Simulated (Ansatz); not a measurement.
Input file:

```
crystal:
  periodic: [false, false, false]
  atoms:
    - {symbol: S, position_ang: [0.981818, 3.214448, 0.263862]}
    - {symbol: Al, position_ang: [0.360421, 1.132193, 0.179466]}
    - {symbol: C, position_ang: [0.762616, -0.613155, 0.988084]}
    - {symbol: N, position_ang: [0.105575, -1.467363, -0.027285]}
    - {symbol: C, position_ang: [-1.050669, -0.822689, -0.618151]}
    - {symbol: O, position_ang: [-0.853530, 0.560513, -0.887347]}
    - {symbol: H, position_ang: [0.092624, 3.558136, -0.686178]}
    - {symbol: H, position_ang: [0.295604, -0.772519, 1.966177]}
    - {symbol: H, position_ang: [1.808795, -0.899520, 1.094856]}
    - {symbol: H, position_ang: [0.770647, -1.680929, -0.760432]}
    - {symbol: H, position_ang: [-1.297048, -1.340158, -1.548885]}
    - {symbol: H, position_ang: [-1.899753, -0.924158, 0.069730]}
basis:
  gaussian: {orbitals: def2-TZVPP}
hamiltonian: {xc: pbe0, dispersion: d4}
output: {orbitals: {seedname: orbitals}}
```

Run with:

```sh
ansatz run in.yaml --threads 4 --pin off --events-out ev --progress --plain --max-ram 10444MiB
```

Geometry: PBE0-D4/def2-TZVP.

The calculation used RKS PBE0-D4/def2-TZVPP (Ansatz).

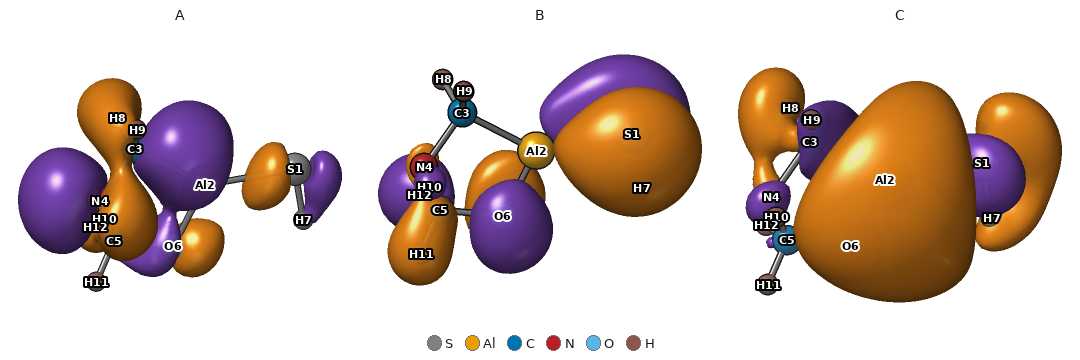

C₂H₆AlNOS (SMILES [SH][Al]1[CH2]NC[O]1). Three frontier orbitals at ±0.06 Å⁻³ᐟ² (orange and purple are the two phases), in no order.

### Which picture is the HOMO−1, the HOMO and the LUMO?

B is the HOMO−1 (−7.74 eV). By Hirshfeld shares it lies mainly on S1 (about 55 %) and O6 (about 20 %). A is the HOMO (−6.39 eV). By Hirshfeld shares it lies mainly on N4 (about 50 %), C3 (about 20 %) and Al2 (about 10 %). C is the LUMO (−0.35 eV). By Hirshfeld shares it lies mainly on Al2 (about 55 %), S1 (about 15 %) and C3 (about 10 %).

### What is the HOMO–LUMO gap?

6.04 eV between the orbital energies.
